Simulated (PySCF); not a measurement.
# SnS: changing the method

Starting from one script, swap the method and compare what comes out for SnS.

The runs use PySCF 2.14.0; method and basis as typed in the scripts.

6 further runs of the same task are left out: 6 that didn't finish.

## (1) The starting structure

SnS: 2 atoms, charge 0, spin multiplicity 1.

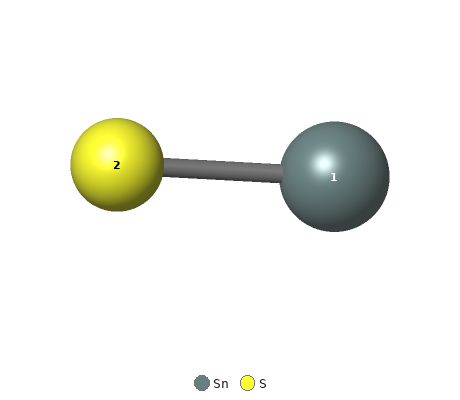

Start geometry, drawn with tin teal, sulfur yellow; atoms are numbered from 1 in the order of the file.

## (2) The run that the others are compared with

input.py reads:

```python
from pyscf import gto, dft

mol = gto.M(
    atom='Sn 0 0 0; S 0 0 2.335',
    basis='lanl2dz',
    ecp={'Sn': 'lanl2dz', 'S': 'lanl2dz'},
    charge=0,
    spin=0,
    verbose=4,
)
mf = dft.RKS(mol, xc='olyp')
mf.kernel()
mf.nuc_grad_method().kernel()
mf.dip_moment()
print('orbital energies (hartree):', mf.mo_energy[..., max(0, mol.nelec[1]-3):mol.nelec[0]+3].round(4))
```

Command:

```
> python input.py
```

## (3) Hcth407

Run 1 changes functional: olyp → hcth407.

Changes to input.py since step 2:

```diff
@@ -10,3 +10,3 @@
 )
-mf = dft.RKS(mol, xc='olyp')
+mf = dft.RKS(mol, xc='hcth407')
 mf.kernel()
```

## (4) SCF alone

Run 2 changes step after the SCF: gradient → none.

Changes to input.py since step 2:

```diff
@@ -12,3 +12,2 @@
 mf.kernel()
-mf.nuc_grad_method().kernel()
 mf.dip_moment()
```

## (5) Hf,lyp

Run 3 changes functional: olyp → hf,lyp.

Changes to input.py since step 2:

```diff
@@ -10,3 +10,3 @@
 )
-mf = dft.RKS(mol, xc='olyp')
+mf = dft.RKS(mol, xc='hf,lyp')
 mf.kernel()
```

## (6) X3lyp

Run 4 changes functional: olyp → x3lyp.

Changes to input.py since step 2:

```diff
@@ -10,3 +10,3 @@
 )
-mf = dft.RKS(mol, xc='olyp')
+mf = dft.RKS(mol, xc='x3lyp')
 mf.kernel()
```

## (7) Wb97

Run 5 changes functional: olyp → wb97.

Changes to input.py since step 2:

```diff
@@ -10,3 +10,3 @@
 )
-mf = dft.RKS(mol, xc='olyp')
+mf = dft.RKS(mol, xc='wb97')
 mf.kernel()
```

Before running it: what results should come out? Wanted: for each run, E(SCF); from base; gap; SCF dipole.

As calculated:

| run | E(SCF) (hartree) | from base (eV) | cycles | gap (eV) | SCF dipole (D) |
| --- | --- | --- | --- | --- | --- |
| base | -13.517687 | 0 | 10 | 2.82 | 3.70 |
| hcth407 | -13.626753 | not comparable | 10 | 2.80 | 3.74 |
| SCF alone | -13.517687 | 0.0000 | 10 | 2.82 | 3.70 |
| hf,lyp | -13.396331 | not comparable | 8 | 8.91 | 5.85 |
| x3lyp | -13.486938 | not comparable | 10 | 4.12 | 4.20 |
| wb97 | -13.473789 | not comparable | 9 | 8.38 | 5.02 |

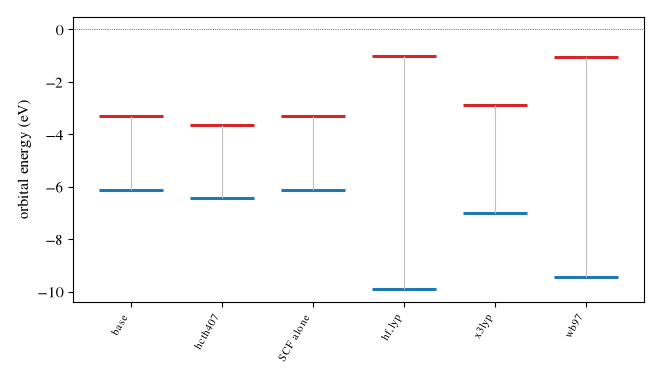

Highest filled (blue) and lowest empty (red) level of each run.

In words: The gap between the frontier levels is 2.8 eV with hcth407 (0 % exact exchange) and 4.1 eV with x3lyp (22 %): exact exchange opens it. A lower total energy from another functional means nothing by itself.
